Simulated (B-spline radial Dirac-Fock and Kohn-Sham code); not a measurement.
Neutral gadolinium. Computed with a B-spline radial code: a Dirac–Hartree–Slater potential; 1 + βP₂(cos θ) + (δ + γ cos²θ) sin θ cos φ with E1 and E1–E2 terms. Open shells are averaged over j.

Predict the main features of the following plot. Angular distribution of photoelectrons from O2 (5p1/2) in the plane of the polarisation E (up) and the photon direction k (right), relative to an isotropic one.

At 4.72 keV, β = 1.635, γ = 0.258 and δ = 0.000. At 4.72 keV the emission 45° forward of E is 1.1 times that 45° backward, and the lobe peaks 3.0° from E towards k.

Here it is:

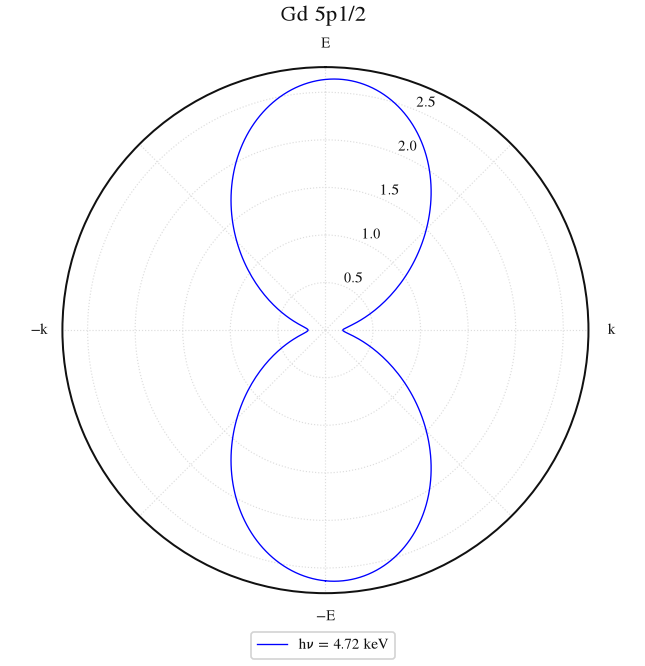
